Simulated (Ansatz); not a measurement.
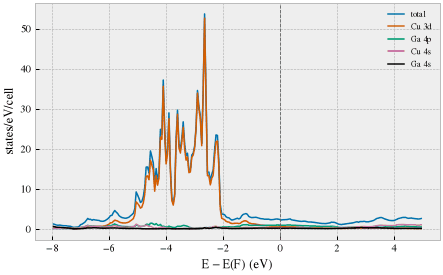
Figure. Total and projected density of states of GaCu₃ in space group P6_3/mmc (No. 194; Ga on 2d, Cu on 6h), plane-wave PAW r²SCAN (Ansatz code)

Which orbitals carry the states next to the Fermi level?

Within 0.5 eV of the Fermi level: Ga 4p 39 %, Cu 3d 28 %, Cu 4s 14 %, Ga 4s 8 %, outside the projected shells 10 %. Projections are on Löwdin-orthogonalised atomic valence shells; empty p or d shells of many metals are not among them.

Where is the tallest occupied peak in this window, and what makes it?

Near -2.6 eV, about 54 states/eV per cell; the largest projected share is Cu 3d.

The workflow started from a Materials Project entry (that database holds measured and hypothetical structures alike); the Crystallography Open Database copy checked does not list it. With Ga and Cu taken as one species the cell has the higher symmetry P6_3/mmc, so it may be an ordered model of a mixed-site phase. Whether it is the stable phase at ambient conditions was not checked. The r²SCAN relaxation kept the symmetry of its start; its stability against distortions is not shown here. No spin polarisation was allowed. Scalar-relativistic: spin–orbit coupling is off unless named, which matters more the heavier the elements.

Potentials: the earlier of the program's two PAW sets.
